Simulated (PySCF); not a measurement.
F$_{2}$GeH$_{4}$P$_{2}$ (SMILES FP(F)[PH][GeH3])

Input

```
{"job": {"kind": "uv", "xc": "B3LYP", "basis": "def2-SVPD", "ip": true}, "charge": 0, "multiplicity": 1}
F      3.105827     0.251292     0.869398
P      1.570850     0.074903     1.332819
F      1.387219    -1.473355     0.884133
P      0.589266     0.986039    -0.457232
Ge    -1.355359    -0.286397    -0.231388
H      0.083086     2.071934     0.325593
H     -2.498014     0.556266    -0.820062
H     -1.161313    -1.573280    -1.040915
H     -1.659468    -0.623491     1.240103
```

Run with:

```sh
OMP_NUM_THREADS=1 python probes_run.py task.json out
```

Geometry: PBE0-D3(BJ)/def2-SVP.

All numbers below come from B3LYP/def2-SVPD, SCF density, gas phase in PySCF 2.14.0.

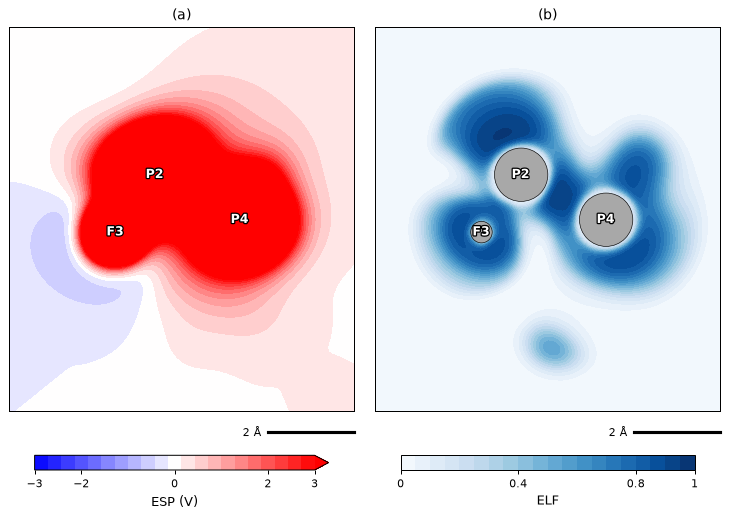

Figure 1. (a) molecular electrostatic potential; (b) electron localisation function on the plane of atoms F3, P2 and P4. Grey discs cover the atomic cores in the ELF map.

What does the map show?

Answer.
- Atoms in the plane: P and F.
- P–F (1.62 Å): the ELF peaks at about 0.85 in the valence shell of F, 0.6 Å from its nucleus, and is about 0.60 at the midpoint.
- P–P (2.24 Å): the ELF peaks at about 0.95 between the atoms (a shared electron pair).
- The ELF also peaks beside F3 and P2, away from the bonds: lone-pair regions.
- Outside the dense part of the molecule the potential is most negative (−0.6 V) near F3.

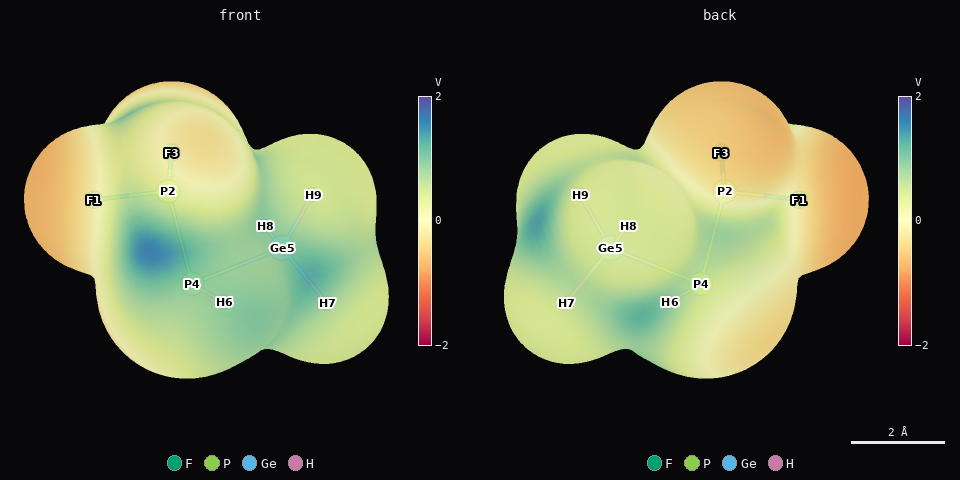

Figure 2. The electrostatic potential painted on the density surface at 0.002 e/bohr³, seen from the front and from behind; red is negative and blue positive.

Which sites attract a positive test charge, and which a negative one?

Answer. A positive charge is drawn to the negative regions and a negative charge to the positive ones. The most negative region (about −0.7 V) lies over F1, the most positive (about +1.6 V) over P2.

How polar is the molecule by this calculation?

Answer. Its dipole moment is 2.18 D.
